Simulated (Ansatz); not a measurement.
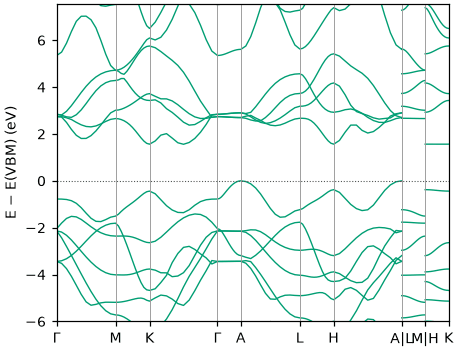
Band structure from DFT-r²SCAN+D4 in the program Ansatz with PAW potentials

### Question
Read off the gap and where the band edges lie.

### Answer
About 1.6 eV (1.56 eV by a search for the band edges); maximum at A, minimum on the K–Γ line, 49 % of the way from K.

### Question
Which compound is it?
A. WS2, P-6m2 (W on 1a, S on 2h)
B. WSe2, P6_3/mmc (W on 2c, Se on 4f)
C. Te2Mo, P-6m2 (Te on 2h, Mo on 1a)
D. MoS2, P6_3/mmc (Mo on 2c, S on 4f)

### Answer
A, WS2, P-6m2 (W on 1a, S on 2h)

The workflow started from a Materials Project entry (that database holds measured and hypothetical structures alike); the Crystallography Open Database copy checked does not list it. It is not the phase usual at ambient conditions (space group No. 194). The cell keeps a stress of up to 0.2 GPa. Symmetry was held in the r²SCAN+D4 relaxation; whether a distortion lowers the energy is not shown. The run is not spin-polarised. Scalar-relativistic: spin–orbit coupling is off unless named, which matters more the heavier the elements.

Potentials: the later of the program's two PAW sets.
